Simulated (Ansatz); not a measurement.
**C2H5AlS2: density, localisation and related maps**

| atom | x (Å) | y (Å) | z (Å) |
| --- | --- | --- | --- |
| C | -1.5931 | -0.6634 | -0.0544 |
| Al | 0.0611 | -0.0551 | 0.8149 |
| C | 1.7429 | 0.1650 | -0.2232 |
| S | 1.3947 | 0.6556 | -1.9453 |
| S | 1.1855 | 1.9639 | -0.3002 |
| H | -2.4798 | -0.1736 | 0.3837 |
| H | -1.7271 | -1.7530 | 0.0768 |
| H | -1.5843 | -0.4598 | -1.1380 |
| H | 0.2675 | 0.1870 | 2.3909 |
| H | 2.8158 | 0.0823 | -0.0022 |

The calculation used UKS PBE/6-31G* (Ansatz 0.2.0).

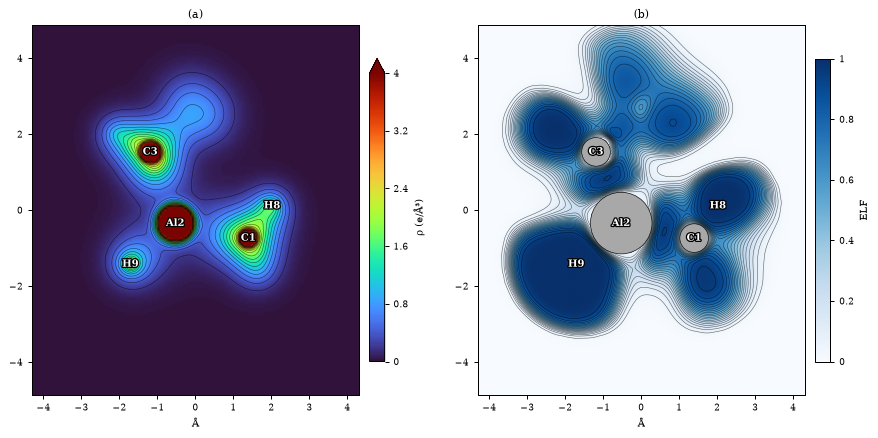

Figure 1. (a) total electron density; (b) ELF on the plane of atoms C3, Al2 and H9. Grey discs cover the atomic cores in the ELF map.

Q: Describe what can be read from this map.

A:
- The plane passes through C, Al and H nuclei.
- C–Al (1.97 Å): the density is about 0.69 e/Å³ at the midpoint; the ELF peaks at about 0.95 between the atoms: a polar covalent bond.
- C–H (1.10 Å): ρ at the midpoint is about 1.9 e/Å³; the ELF climbs to about 1 towards the hydrogen, as it does in any bond to H (an ordinary covalent bond to hydrogen).
- Al–H (1.61 Å): ρ is about 0.5 e/Å³ halfway; the ELF climbs to about 1 towards the hydrogen.
- The ELF also peaks beside S4, away from the bonds: lone-pair regions.

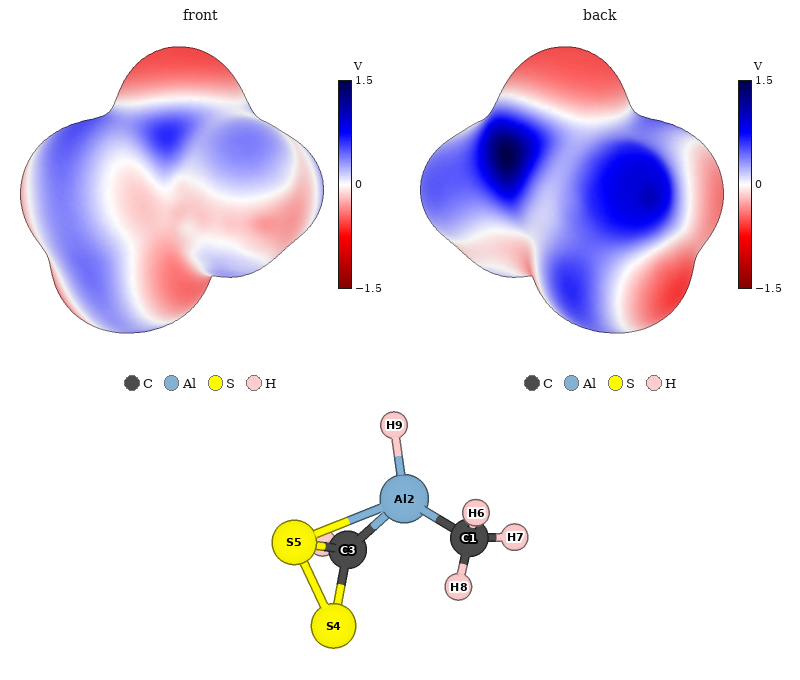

Figure 2. The molecular electrostatic potential painted on the density surface at 0.001 e/bohr³, seen from the front and from behind; the colour scale runs from red (negative) to blue (positive). The bare structure is drawn below in the same view.

Q: Where is the surface potential most negative and most positive?

A: The most negative region (about −0.6 V, or −14 kcal/mol for a unit charge) lies over S4 and H9, the most positive (about +1.4 V, or +32 kcal/mol for a unit charge) over Al2.

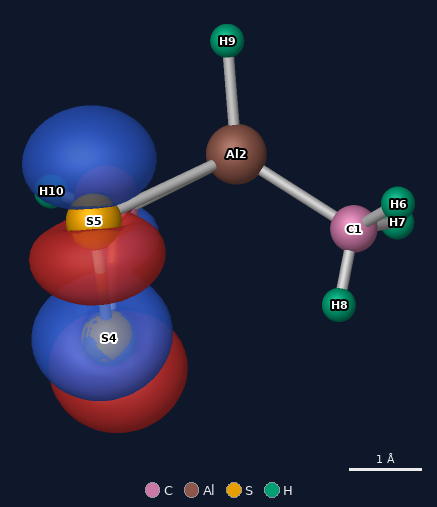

Figure 3. One frontier orbital at ±0.15 Å⁻³ᐟ² (red and blue are the two phases), seen across its widest extent.

Q: Which orbital is it: HOMO or LUMO?

A: The LUMO, at −3.14 eV. By Hirshfeld shares it lies mainly on S4 (about 50 %), S5 (about 40 %) and C3 (about 5 %).

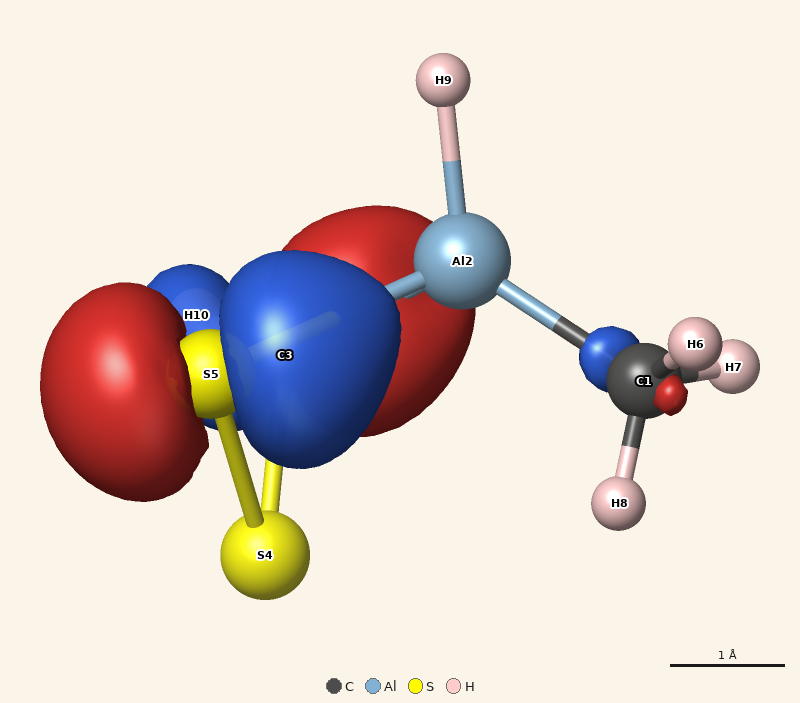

Figure 4. The HOMO−1 at ±0.15 Å⁻³ᐟ² (blue and red are the two phases), seen at a tilt.

Q: What is the character of this orbital?

A: It lies mainly on S5 (about 45 %), C3 (about 30 %) and Al2 (about 15 %); π-antibonding (π*) across S5–C3. Its energy is −6.45 eV.
